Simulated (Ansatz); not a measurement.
## Ge (diamond structure), cut as [110] wire, round, centred on channel, 0.77 nm across

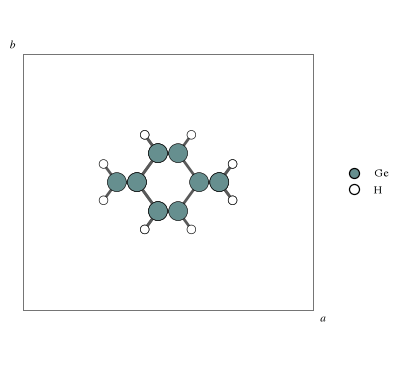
Figure. Relaxed structure, one periodic cell

All values below come from PBE (plane waves to 420 eV, PAW; Ansatz, an electronic-structure program).

change of bonding against the cut: none
number of neighbours within 2.952 Å (ending not counted): 2 for 2 atoms, 3 for 4 atoms, 4 for 2 atoms
mean Ge-Ge distance (least to greatest): 2.463 Å (2.460 to 2.464)
